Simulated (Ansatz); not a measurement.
# TiHF3 + HF: a complex and its separated parts

Aim: how far the complex at one end of a reaction step lies below its separated, relaxed parts, level by level.

Computed with Ansatz 0.2.0, Gaussian basis. Level: PBE0-D4/def2-TZVP structures, single points in def2-TZVPP, no counterpoise correction.

Levels: SPW92, PBE-D4, BLYP-D4, r2SCAN-D4, B97M-V, PBE0-D4, B3LYP-D4, r2SCAN0-D4, BHLYP-D4, CAM-B3LYP-D4, wB97X-V, wB97M-V, B2PLYP, PBE-QIDH, RPA on PBE, Hartree-Fock, MP2, CCSD, CCSD(T).

Cores are frozen in the correlated methods. B3LYP uses VWN-RPA correlation. B2PLYP carries no dispersion term here.

94 further runs of the same task are left out: 94 set aside as unsound or not needed.

## (1) The starting structure

The complex: 7 atoms, charge 0, spin multiplicity 1.

Atoms are counted from 1 here; the program's logs count them from 0.

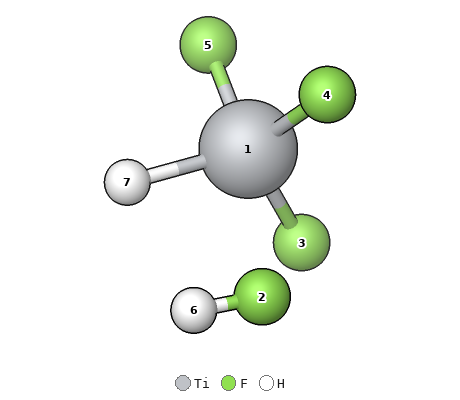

The starting geometry (titanium light grey, fluorine green, hydrogen white); atoms are numbered from 1 in the order of the file.

Geometry (Å):

```mol
F4H2Ti
  3D, bonds by distance, orders not assigned

  7  5  0  0  0  0  0  0  0  0999 V2000
   -0.5332   -0.1504    0.3822 Ti  0  0
    1.0332    0.8997   -1.1230 F   0  0
   -1.4868   -0.1157   -1.0802 F   0  0
   -0.2352    1.3416    1.2391 F   0  0
   -1.3866   -1.1819    1.4908 F   0  0
    1.7577    0.3218   -1.1503 H   0  0
    0.8509   -1.1151    0.2415 H   0  0
  1  3  8  0
  1  4  8  0
  1  5  8  0
  1  7  8  0
  2  6  8  0
M  END
```

Its parts: TiHF3 holds atoms 1, 3, 4, 5, 7; HF holds atoms 2, 6. Each part counts its atoms afresh in its own runs.

## (2) Relaxing TiHF3 alone

Input file relax-a/in.yaml:

```yaml
crystal:
  periodic: [false, false, false]
  atoms:
    - {symbol: Ti, position_ang: [-0.533195, -0.150428, 0.382177]}
    - {symbol: F, position_ang: [-1.486845, -0.115690, -1.080219]}
    - {symbol: F, position_ang: [-0.235243, 1.341589, 1.239123]}
    - {symbol: F, position_ang: [-1.386631, -1.181885, 1.490801]}
    - {symbol: H, position_ang: [0.850898, -1.115146, 0.241525]}
basis:
  gaussian: {orbitals: def2-TZVP}
hamiltonian: {xc: pbe0, dispersion: d4}
relax: {f_tol: 0.005, max_steps: 200}
```

On the command line:

```
> ansatz run in.yaml --threads 8 --pin off --events-out ev --progress --plain --max-ram 19148MiB
```

The log of the run (excerpt; [...] marks lines left out):

```text
Functional definition: PBE0
  name "PBE0"
  cite "Adamo & Barone, J. Chem. Phys. 110, 6158 (1999) doi:10.1063/1.478522"
  cite "Perdew, Burke & Ernzerhof, Phys. Rev. Lett. 77, 3865 (1996) doi:10.1103/PhysRevLett.77.3865"
  parent pbe
[...]
978 factors; their error is unknown
[...]
mean field -31277.80372370 eV, -1149.4380859893 hartree, gradient 2.4e-5 eV, S^2 0.000000; 0 other end points of the search recorded, 0 dependent functions left out
[...]
reference -31277.80376007 eV, -1149.4380873257 hartree; 25, 25 occupied and 119, 119 virtual orbitals, 978 factors
[...]
reference -31277.93456471 eV, -1149.4428943076 hartree; 25, 25 occupied and 119, 119 virtual orbitals, 978 factors
Total energy: -31277.99654272 eV, -1149.4451719575 hartree
Atom 0 at    -0.610084    -0.216271     0.465058 Å, force     0.002103    -0.001481    -0.000199 eV/Å
Atom 1 at    -1.378629    -0.084999    -1.090098 Å, force     0.000056     0.000338     0.001084 eV/Å
Atom 2 at    -0.170467     1.321775     1.148837 Å, force    -0.000793    -0.000654    -0.000492 eV/Å
Atom 3 at    -1.470769    -1.243102     1.574678 Å, force     0.000270     0.000981    -0.000763 eV/Å
Atom 4 at     0.838932    -0.998964     0.174932 Å, force    -0.001637     0.000816     0.000371 eV/Å
Dipole moment:     0.040703    -0.021947    -0.008174 e Å
```

Run time: 5 s. Hardware: 8 threads of Arm Neoverse V1, shared host.

Relaxation path:

```tsv
step	energy from step 1 (eV)	largest force component (eV/Å)
1	0.0000	0.7875
2	-0.1040	0.3612
3	-0.1219	0.1957
4	-0.1307	0.0610
5	-0.1308	0.0021
```

Close pairs (by a distance rule), those that changed most:

```tsv
bond	before (Å)	after (Å)	change (Å)
Ti1–H5	1.693	1.672	-0.021
Ti1–F2	1.746	1.740	-0.007
Ti1–F3	1.746	1.740	-0.007
Ti1–F4	1.738	1.740	+0.001
```

## (3) Relaxing HF alone

Input file relax-b/in.yaml:

```yaml
crystal:
  periodic: [false, false, false]
  atoms:
    - {symbol: F, position_ang: [1.033191, 0.899738, -1.122968]}
    - {symbol: H, position_ang: [1.757726, 0.321823, -1.150340]}
basis:
  gaussian: {orbitals: def2-TZVP}
hamiltonian: {xc: pbe0, dispersion: d4}
relax: {f_tol: 0.005, max_steps: 200}
```

On the command line:

```
> ansatz run in.yaml --threads 8 --pin off --events-out ev --progress --plain --max-ram 19148MiB
```

The log of the run (excerpt; [...] marks lines left out):

```text
[... 5 set-up lines as earlier in the session ...]
[...]
200 factors; their error is unknown
[...]
mean field -2731.80017697 eV, -100.3918048229 hartree, gradient 6.9e-6 eV, S^2 0.000000; 0 other end points of the search recorded, 0 dependent functions left out
[...]
reference -2731.80170839 eV, -100.3918611017 hartree; 5, 5 occupied and 32, 32 virtual orbitals, 200 factors
Total energy: -2731.80322168 eV, -100.3919167139 hartree
Atom 0 at     1.035991     0.897505    -1.123074 Å, force    -0.001278     0.001019     0.000048 eV/Å
Atom 1 at     1.754926     0.324056    -1.150234 Å, force     0.001278    -0.001019    -0.000048 eV/Å
Dipole moment:     0.313209    -0.249827    -0.011833 e Å
```

Wall time 0.3 s (8 threads of Arm Neoverse V1, shared host).

Relaxation path:

```tsv
step	energy from step 1 (eV)	largest force component (eV/Å)
1	0.0000	0.3300
2	-0.0015	0.0685
3	-0.0015	0.0013
```

The bond:

```tsv
bond	before (Å)	after (Å)	change (Å)
F1–H2	0.927	0.920	-0.007
```

## (4) SPW92/def2-TZVPP

Input file parta/in.yaml:

```yaml
crystal:
  periodic: [false, false, false]
  atoms:
    - {symbol: Ti, position_ang: [-0.610084, -0.216271, 0.465058]}
    - {symbol: F, position_ang: [-1.378629, -0.084999, -1.090098]}
    - {symbol: F, position_ang: [-0.170467, 1.321775, 1.148837]}
    - {symbol: F, position_ang: [-1.470769, -1.243102, 1.574678]}
    - {symbol: H, position_ang: [0.838932, -0.998964, 0.174932]}
basis:
  gaussian: {orbitals: def2-TZVPP}
hamiltonian: {xc: lda}
```

Input file partb/in.yaml:

```yaml
crystal:
  periodic: [false, false, false]
  atoms:
    - {symbol: F, position_ang: [1.035991, 0.897505, -1.123074]}
    - {symbol: H, position_ang: [1.754926, 0.324056, -1.150234]}
basis:
  gaussian: {orbitals: def2-TZVPP}
hamiltonian: {xc: lda}
```

Each run has its own folder and the same command.

On the command line:

```
> ansatz run in.yaml --threads 8 --pin off --events-out ev --progress --plain --max-ram 19148MiB
```

Output in parta (excerpt; [...] marks lines left out):

```text
Functional definition: SPW92
  name "SPW92"
  cite "Dirac, Proc. Camb. Phil. Soc. 26, 376 (1930) doi:10.1017/S0305004100016108"
  cite "Slater, Phys. Rev. 81, 385 (1951) doi:10.1103/PhysRev.81.385"
  cite "Perdew & Wang, Phys. Rev. B 45, 13244 (1992) doi:10.1103/PhysRevB.45.13244"
[...]
959 factors; their error is unknown
[...]
mean field -31184.71729060 eV, -1146.0172226688 hartree, gradient 8.6e-5 eV, S^2 0.000000; 0 other end points of the search recorded, 0 dependent functions left out
reference -31184.71734059 eV, -1146.0172245062 hartree; 25, 25 occupied and 146, 146 virtual orbitals, 959 factors
Total energy: -31184.71734059 eV, -1146.0172245062 hartree
```

Log of partb (excerpt; [...] marks lines left out):

```text
[... 5 set-up lines as earlier in the session ...]
[...]
215 factors; their error is unknown
[...]
mean field -2716.76649941 eV, -99.8393273627 hartree, gradient 3.5e-5 eV, S^2 0.000000; 0 other end points of the search recorded, 0 dependent functions left out
reference -2716.76651049 eV, -99.8393277700 hartree; 5, 5 occupied and 40, 40 virtual orbitals, 215 factors
Total energy: -2716.76651049 eV, -99.8393277700 hartree
```

Times: 0.5 s (parta), 0.1 s (partb) on 8 threads of Arm Neoverse V1, shared host.

## (5) PBE-D4/def2-TZVPP

The same edit goes into each in.yaml of step 4 (parta, partb):

```diff
-hamiltonian: {xc: lda}
+hamiltonian: {xc: pbe, dispersion: d4}
```

Each run has its own folder and the same command.

On the command line:

```
> ansatz run in.yaml --threads 8 --pin off --events-out ev --progress --plain --max-ram 19148MiB
```

parta printed (excerpt; [...] marks lines left out):

```text
Functional definition: PBE
  name "PBE"
[... 2 set-up lines as earlier in the session ...]
[...]
959 factors; their error is unknown
[...]
mean field -31278.23110923 eV, -1149.4537921177 hartree, gradient 3.9e-5 eV, S^2 0.000000; 0 other end points of the search recorded, 0 dependent functions left out
reference -31278.23116338 eV, -1149.4537941078 hartree; 25, 25 occupied and 146, 146 virtual orbitals, 959 factors
Total energy: -31278.30536079 eV, -1149.4565208122 hartree
```

partb printed (excerpt; [...] marks lines left out):

```text
[... 4 set-up lines as earlier in the session ...]
[...]
215 factors; their error is unknown
[...]
mean field -2731.84357670 eV, -100.3933997338 hartree, gradient 4.7e-5 eV, S^2 0.000000; 0 other end points of the search recorded, 0 dependent functions left out
reference -2731.84358881 eV, -100.3934001787 hartree; 5, 5 occupied and 40, 40 virtual orbitals, 215 factors
Total energy: -2731.84548269 eV, -100.3934697774 hartree
```

Times: 0.7 s (parta), 0.1 s (partb) on 8 threads of Arm Neoverse V1, shared host.

## (6) BLYP-D4/def2-TZVPP

Each input of step 5 (parta, partb) changes in the same lines:

```diff
-hamiltonian: {xc: pbe, dispersion: d4}
+hamiltonian: {xc: {name: BLYP}, dispersion: d4}
```

Each run has its own folder and the same command.

On the command line:

```
> ansatz run in.yaml --threads 8 --pin off --events-out ev --progress --plain --max-ram 19148MiB
```

parta printed (excerpt; [...] marks lines left out):

```text
Functional definition: BLYP
  name "BLYP"
  cite "Becke, Phys. Rev. A 38, 3098 (1988) doi:10.1103/PhysRevA.38.3098"
  cite "Lee, Yang & Parr, Phys. Rev. B 37, 785 (1988) doi:10.1103/PhysRevB.37.785"
[...]
959 factors; their error is unknown
[...]
mean field -31292.32041695 eV, -1149.9715646265 hartree, gradient 2.0e-5 eV, S^2 0.000000; 0 other end points of the search recorded, 0 dependent functions left out
reference -31292.32076221 eV, -1149.9715773145 hartree; 25, 25 occupied and 146, 146 virtual orbitals, 959 factors
Total energy: -31292.48452773 eV, -1149.9775955863 hartree
```

Output in partb (excerpt; [...] marks lines left out):

```text
[... 4 set-up lines as earlier in the session ...]
[...]
215 factors; their error is unknown
[...]
mean field -2734.23792166 eV, -100.4813902881 hartree, gradient 3.9e-5 eV, S^2 0.000000; 0 other end points of the search recorded, 0 dependent functions left out
reference -2734.23804527 eV, -100.4813948305 hartree; 5, 5 occupied and 40, 40 virtual orbitals, 215 factors
Total energy: -2734.24262725 eV, -100.4815632150 hartree
```

Wall times: 0.8 s (parta), 0.1 s (partb) on 8 threads of Arm Neoverse V1, shared host.

## (7) r2SCAN-D4/def2-TZVPP

Each input of step 6 (parta, partb) changes in the same lines:

```diff
-hamiltonian: {xc: {name: BLYP}, dispersion: d4}
+hamiltonian: {xc: r2scan, dispersion: d4}
```

The same command starts each run, in its folder.

On the command line:

```
> ansatz run in.yaml --threads 8 --pin off --events-out ev --progress --plain --max-ram 19148MiB
```

parta printed (excerpt; [...] marks lines left out):

```text
Functional definition: r2SCAN
  name "r2SCAN"
  cite "Furness, Kaplan, Ning, Perdew & Sun, J. Phys. Chem. Lett. 11, 8208 (2020) doi:10.1021/acs.jpclett.0c02405"
  cite "Furness, Kaplan, Ning, Perdew & Sun, J. Phys. Chem. Lett. 11, 9248 (2020) doi:10.1021/acs.jpclett.0c03077"
  parent r2scan
[...]
959 factors; their error is unknown
[...]
mean field -31287.69888388 eV, -1149.8017264184 hartree, gradient 3.0e-5 eV, S^2 0.000000; 0 other end points of the search recorded, 0 dependent functions left out
reference -31287.69890101 eV, -1149.8017270482 hartree; 25, 25 occupied and 146, 146 virtual orbitals, 959 factors
Total energy: -31287.71589804 eV, -1149.8023516773 hartree
```

Log of partb (excerpt; [...] marks lines left out):

```text
[... 5 set-up lines as earlier in the session ...]
[...]
215 factors; their error is unknown
[...]
mean field -2733.29261759 eV, -100.4466510041 hartree, gradient 6.5e-6 eV, S^2 0.000000; 0 other end points of the search recorded, 0 dependent functions left out
reference -2733.29262077 eV, -100.4466511209 hartree; 5, 5 occupied and 40, 40 virtual orbitals, 215 factors
Total energy: -2733.29307830 eV, -100.4466679350 hartree
```

Times: 1.6 s (parta), 0.35 s (partb) on 8 threads of Arm Neoverse V1, shared host.

## (8) B97M-V/def2-TZVPP

The same edit goes into each in.yaml of step 7 (parta, partb):

```diff
-hamiltonian: {xc: r2scan, dispersion: d4}
+hamiltonian: {xc: {name: B97M-V}}
```

The same command starts each run, in its folder.

On the command line:

```
> ansatz run in.yaml --threads 8 --pin off --events-out ev --progress --plain --max-ram 19148MiB
```

Log of parta (excerpt; [...] marks lines left out):

```text
Functional definition: B97M-V
  name "B97M-V"
  cite "Mardirossian & Head-Gordon, J. Chem. Phys. 142, 074111 (2015) doi:10.1063/1.4907719"
  cite "Becke, J. Chem. Phys. 107, 8554 (1997) doi:10.1063/1.475007"
  cite "Vydrov & Van Voorhis, J. Chem. Phys. 133, 244103 (2010) doi:10.1063/1.3521275"
  # Of w^i u^j: cxij and so on, Table III.
[...]
  gx(w, u) = cx00 + cx01*u + cx02*u^2 + (cx10 + cx11*u)*w
[...]
  gos(w, u) = cos00 + cos01*u + cos03*u^3 + cos10*w + cos32*w^3*u^2
[...]
      + integral(e_c_pw_mod_opposite_spin*gos(b97_w_opposite, b97_u_opposite)) + vv10(b, c)
959 factors; their error is unknown
[...]
mean field -31282.89465906 eV, -1149.6251744130 hartree, gradient 2.4e-5 eV, S^2 0.000000; 0 other end points of the search recorded, 0 dependent functions left out
reference -31282.89473542 eV, -1149.6251772189 hartree; 25, 25 occupied and 146, 146 virtual orbitals, 959 factors
Total energy: -31282.89473542 eV, -1149.6251772189 hartree
```

partb printed (excerpt; [...] marks lines left out):

```text
[... 5 set-up lines as earlier in the session ...]
  # Of w^i u^j: cxij and so on, Table III.
[...]
  gx(w, u) = cx00 + cx01*u + cx02*u^2 + (cx10 + cx11*u)*w
[...]
  gos(w, u) = cos00 + cos01*u + cos03*u^3 + cos10*w + cos32*w^3*u^2
[...]
      + integral(e_c_pw_mod_opposite_spin*gos(b97_w_opposite, b97_u_opposite)) + vv10(b, c)
215 factors; their error is unknown
[...]
mean field -2733.38837910 eV, -100.4501701747 hartree, gradient 2.3e-5 eV, S^2 0.000000; 0 other end points of the search recorded, 0 dependent functions left out
reference -2733.38839681 eV, -100.4501708256 hartree; 5, 5 occupied and 40, 40 virtual orbitals, 215 factors
Total energy: -2733.38839681 eV, -100.4501708256 hartree
```

Times: 2.5 s (parta), 0.2 s (partb) on 8 threads of Arm Neoverse V1, shared host.

## (9) PBE0-D4/def2-TZVPP

Each input of step 8 (parta, partb) changes in the same lines:

```diff
-hamiltonian: {xc: {name: B97M-V}}
+hamiltonian: {xc: pbe0, dispersion: d4}
+output: {orbitals: {seedname: orbitals}}
```

Each run has its own folder and the same command.

On the command line:

```
> ansatz run in.yaml --threads 8 --pin off --events-out ev --progress --plain --max-ram 19148MiB
```

parta printed (excerpt; [...] marks lines left out):

```text
[... 5 set-up lines as earlier in the session ...]
[...]
1039 factors; their error is unknown
[...]
mean field -31278.05000861 eV, -1149.4471367926 hartree, gradient 3.0e-5 eV, S^2 0.000000; 0 other end points of the search recorded, 0 dependent functions left out
reference -31278.05004707 eV, -1149.4471382060 hartree; 25, 25 occupied and 146, 146 virtual orbitals, 1039 factors
Total energy: -31278.11202508 eV, -1149.4494158561 hartree
```

Output in partb (excerpt; [...] marks lines left out):

```text
[... 5 set-up lines as earlier in the session ...]
[...]
215 factors; their error is unknown
[...]
mean field -2731.86112141 eV, -100.3940444899 hartree, gradient 4.0e-5 eV, S^2 0.000000; 0 other end points of the search recorded, 0 dependent functions left out
reference -2731.86113013 eV, -100.3940448102 hartree; 5, 5 occupied and 40, 40 virtual orbitals, 215 factors
Total energy: -2731.86264341 eV, -100.3941004223 hartree
```

Times: 0.9 s (parta), 0.1 s (partb) on 8 threads of Arm Neoverse V1, shared host.

## (10) B3LYP-D4/def2-TZVPP

Each input of step 9 (parta, partb) changes in the same lines:

```diff
-hamiltonian: {xc: pbe0, dispersion: d4}
-output: {orbitals: {seedname: orbitals}}
+hamiltonian: {xc: {name: B3LYP}, dispersion: d4}
```

One command serves all of them, each in its own folder.

On the command line:

```
> ansatz run in.yaml --threads 8 --pin off --events-out ev --progress --plain --max-ram 19148MiB
```

parta printed (excerpt; [...] marks lines left out):

```text
Functional definition: B3LYP
  name "B3LYP"
  cite "Stephens, Devlin, Chabalowski & Frisch, J. Phys. Chem. 98, 11623 (1994) doi:10.1021/j100096a001"
[... 2 set-up lines as earlier in the session ...]
  cite "Vosko, Wilk & Nusair, Can. J. Phys. 58, 1200 (1980) doi:10.1139/p80-159"
[...]
1025 factors; their error is unknown
[...]
mean field -31292.06239008 eV, -1149.9620823137 hartree, gradient 3.4e-5 eV, S^2 0.000000; 0 other end points of the search recorded, 0 dependent functions left out
reference -31292.06264221 eV, -1149.9620915794 hartree; 25, 25 occupied and 146, 146 virtual orbitals, 1025 factors
Total energy: -31292.18308534 eV, -1149.9665177828 hartree
```

Output in partb (excerpt; [...] marks lines left out):

```text
[... 6 set-up lines as earlier in the session ...]
[...]
215 factors; their error is unknown
[...]
mean field -2734.54625697 eV, -100.4927214018 hartree, gradient 1.9e-5 eV, S^2 0.000000; 0 other end points of the search recorded, 0 dependent functions left out
reference -2734.54634781 eV, -100.4927247401 hartree; 5, 5 occupied and 40, 40 virtual orbitals, 215 factors
Total energy: -2734.54933751 eV, -100.4928346095 hartree
```

Times: 1 s (parta), 0.15 s (partb) on 8 threads of Arm Neoverse V1, shared host.

## (11) r2SCAN0-D4/def2-TZVPP

Each input of step 10 (parta, partb) changes in the same lines:

```diff
-hamiltonian: {xc: {name: B3LYP}, dispersion: d4}
+hamiltonian: {xc: {name: r2SCAN0}, dispersion: d4}
```

One command serves all of them, each in its own folder.

On the command line:

```
> ansatz run in.yaml --threads 8 --pin off --events-out ev --progress --plain --max-ram 19148MiB
```

parta printed (excerpt; [...] marks lines left out):

```text
Functional definition: r2SCAN0
  name "r2SCAN0"
  cite "Bursch, Neugebauer, Ehlert & Grimme, J. Chem. Phys. 156, 134105 (2022) doi:10.1063/5.0086040"
[... 3 set-up lines as earlier in the session ...]
[...]
1039 factors; their error is unknown
[...]
mean field -31285.28348788 eV, -1149.7129622530 hartree, gradient 1.9e-5 eV, S^2 0.000000; 0 other end points of the search recorded, 0 dependent functions left out
reference -31285.28350112 eV, -1149.7129627394 hartree; 25, 25 occupied and 146, 146 virtual orbitals, 1039 factors
Total energy: -31285.30359913 eV, -1149.7137013275 hartree
```

Log of partb (excerpt; [...] marks lines left out):

```text
[... 6 set-up lines as earlier in the session ...]
[...]
215 factors; their error is unknown
[...]
mean field -2732.94547101 eV, -100.4338936027 hartree, gradient 6.6e-5 eV, S^2 0.000000; 0 other end points of the search recorded, 0 dependent functions left out
reference -2732.94547347 eV, -100.4338936932 hartree; 5, 5 occupied and 40, 40 virtual orbitals, 215 factors
Total energy: -2732.94597544 eV, -100.4339121402 hartree
```

They took 1.8 s (parta), 0.35 s (partb) on 8 threads of Arm Neoverse V1, shared host.

## (12) BHLYP-D4/def2-TZVPP

Each input of step 11 (parta, partb) changes in the same lines:

```diff
-hamiltonian: {xc: {name: r2SCAN0}, dispersion: d4}
+hamiltonian: {xc: {name: BHLYP}, dispersion: d4}
```

The same command starts each run, in its folder.

On the command line:

```
> ansatz run in.yaml --threads 8 --pin off --events-out ev --progress --plain --max-ram 19148MiB
```

parta printed (excerpt; [...] marks lines left out):

```text
Functional definition: BHLYP
  name "BHLYP"
  cite "Becke, J. Chem. Phys. 98, 1372 (1993) doi:10.1063/1.464304"
[... 2 set-up lines as earlier in the session ...]
[...]
1138 factors; their error is unknown
[...]
mean field -31287.15447910 eV, -1149.7817199121 hartree, gradient 3.0e-5 eV, S^2 0.000000; 0 other end points of the search recorded, 0 dependent functions left out
reference -31287.15464250 eV, -1149.7817259169 hartree; 25, 25 occupied and 146, 146 virtual orbitals, 1138 factors
Total energy: -31287.24843560 eV, -1149.7851727498 hartree
```

Log of partb (excerpt; [...] marks lines left out):

```text
[... 5 set-up lines as earlier in the session ...]
[...]
234 factors; their error is unknown
[...]
mean field -2733.43314931 eV, -100.4518154494 hartree, gradient 1.2e-5 eV, S^2 0.000000; 0 other end points of the search recorded, 0 dependent functions left out
reference -2733.43320984 eV, -100.4518176741 hartree; 5, 5 occupied and 40, 40 virtual orbitals, 234 factors
Total energy: -2733.43493780 eV, -100.4518811754 hartree
```

Wall times: 0.9 s (parta), 0.1 s (partb) on 8 threads of Arm Neoverse V1, shared host.

## (13) CAM-B3LYP-D4/def2-TZVPP

Each input of step 12 (parta, partb) changes in the same lines:

```diff
-hamiltonian: {xc: {name: BHLYP}, dispersion: d4}
+hamiltonian: {xc: {name: CAM-B3LYP}, dispersion: d4}
```

The same command starts each run, in its folder.

On the command line:

```
> ansatz run in.yaml --threads 8 --pin off --events-out ev --progress --plain --max-ram 19148MiB
```

Output in parta (excerpt; [...] marks lines left out):

```text
Functional definition: CAM-B3LYP
  name "CAM-B3LYP"
  cite "Yanai, Tew & Handy, Chem. Phys. Lett. 393, 51 (2004) doi:10.1016/j.cplett.2004.06.011"
  cite "Iikura, Tsuneda, Yanai & Hirao, J. Chem. Phys. 115, 3540 (2001) doi:10.1063/1.1383587"
[... 2 set-up lines as earlier in the session ...]
[...]
1022 factors; their error is unknown
189 factors; integrals over basis functions are off by at most 9.8e-5 eV
[...]
mean field -31290.54971592 eV, -1149.9064925636 hartree, gradient 3.8e-5 eV, S^2 0.000000; 0 other end points of the search recorded, 0 dependent functions left out
reference -31290.54983909 eV, -1149.9064970901 hartree; 25, 25 occupied and 146, 146 virtual orbitals, 1022 factors
Total energy: -31290.61249330 eV, -1149.9087995900 hartree
```

Output in partb (excerpt; [...] marks lines left out):

```text
[... 6 set-up lines as earlier in the session ...]
[...]
  # Exact exchange under (alpha + beta erf(omega r))/r, Becke's under what is left of 1/r.
[...]
215 factors; their error is unknown
48 factors; integrals over basis functions are off by at most 4.9e-5 eV
[...]
mean field -2733.85902634 eV, -100.4674661420 hartree, gradient 6.2e-5 eV, S^2 0.000000; 0 other end points of the search recorded, 0 dependent functions left out
reference -2733.85907048 eV, -100.4674677638 hartree; 5, 5 occupied and 40, 40 virtual orbitals, 215 factors
Total energy: -2733.86051079 eV, -100.4675206945 hartree
```

Times: 1.1 s (parta), 0.15 s (partb) on 8 threads of Arm Neoverse V1, shared host.

[end of part 1 of 2]
